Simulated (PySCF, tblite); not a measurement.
# C₄H₁₁NSSi₂: geometry, infrared bands and NMR shifts

What infrared bands and NMR shifts should C₄H₁₁NSSi₂ (`CSC1=C[Si@@H](N)[Si@@H]1C`) show?

Computed with tblite 0.8.0 and PySCF 2.14.0, with density-fitted response routines of our own, on a single molecule in the gas phase. Atoms count from 0, in the outputs and in this text.

## (1) The starting structure

19 atoms, charge 0, multiplicity 1; geometry from: force field or distance geometry start.

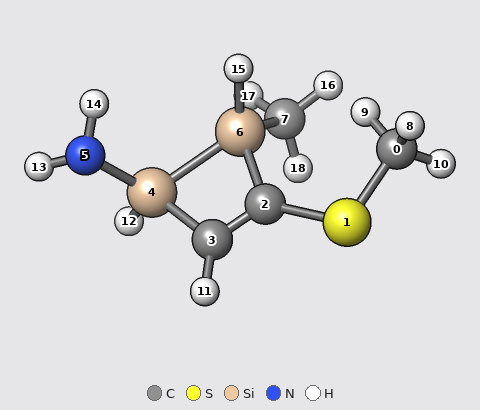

As it starts; carbon grey, sulfur yellow, silicon light orange, nitrogen blue, hydrogen white, atoms numbered; sticks join atoms by distance.

## (2) Optimising the geometry with GFN2-xTB

Job settings and geometry (Å):

```
{"job": {"kind": "relax", "xc": "GFN2-xTB", "basis": "xTB"}, "charge": 0, "multiplicity": 1}
C      3.094000    -0.021400     0.228000
S      2.225900    -1.527700    -0.298800
C      0.445700    -1.064500    -0.208500
C     -0.590800    -1.757700    -0.487000
Si    -1.992100    -0.703500    -0.188800
N     -2.987400    -1.032700     1.262100
Si    -0.279800     0.514600     0.257100
C      0.104500     1.952500    -0.896400
H      3.640100    -0.291400     1.168700
H      2.347100     0.760900     0.496600
H      3.766200     0.318100    -0.577000
H     -0.611600    -2.865300    -0.827600
H     -2.813300    -0.352200    -1.373800
H     -3.983000    -1.129100     1.059700
H     -2.774100    -0.305500     1.986600
H     -0.052200     0.879200     1.698900
H      0.994800     2.496400    -0.521400
H     -0.775900     2.605100    -0.891000
H      0.232100     1.533400    -1.894800
```

On the command line:

```bash
> OMP_NUM_THREADS=1 python probes_run.py task.json out
```

The driver reads the jobs from task.json and runs them one after another.

**Question.** This job is followed by: GFN2-xTB harmonic vibrations, gas phase; GIAO PBE0/pcSseg-1 NMR shielding, non-relativistic, gas phase. Predict these results of the whole session: strongest single infrared mode (GFN2-xTB); zero-point energy (GFN2-xTB); 13C shifts against TMS (PBE0/pcSseg-1); 1H shifts against TMS (PBE0/pcSseg-1, means over atoms taken as alike); 33S shifts against CS2 (PBE0/pcSseg-1); 29Si shifts against TMS (PBE0/pcSseg-1); 15N shifts against NH3 (PBE0/pcSseg-1); surface potential, least and greatest.

The runs gave:

| quantity | value |
| --- | --- |
| strongest single infrared mode (GFN2-xTB) | 2186 cm⁻¹, 459 km/mol |
| zero-point energy (GFN2-xTB) | 86.7 kcal/mol |
| 13C shifts against TMS (PBE0/pcSseg-1) | 186.1, 158.8, 22.7, -0.7 ppm |
| 1H shifts against TMS (PBE0/pcSseg-1, means over atoms taken as alike) | 7.01, 5.43, 5.24, 2.37, 0.52, 0.42 ppm |
| 33S shifts against CS2 (PBE0/pcSseg-1) | 79 ppm |
| 29Si shifts against TMS (PBE0/pcSseg-1) | -8.3, -29.8 ppm |
| 15N shifts against NH3 (PBE0/pcSseg-1) | 24.4 ppm |
| surface potential, least and greatest | -1.12 V and 1.43 V |

Over 177 steps the energy fell by 1.445 eV; of the close pairs, Si4–Si6 changed most, 2.148 to 2.329 Å. No mode is imaginary among the 51: a minimum at this level. The strongest single mode, at 2186 cm⁻¹, moves mainly H12. GFN2-xTB is a fitted tight-binding method: band positions and strengths are rough. Its intensities can rank the bands wrongly. The most deshielded hydrogen is H11 (hydrogen on an alkene CH), at 7.01 ppm: attached to an sp2 carbon and in the plane of the double bond. At PBE0/pcSseg-1: The widest tensor belongs to S1: span 480 ppm, with a paramagnetic part of -632 ppm. At PBE0/pcSseg-1, counted by nearest atom on the grid, the HOMO lies on S1 53 %; C3 22 %, the LUMO on C2 33 %; C3 23 %.
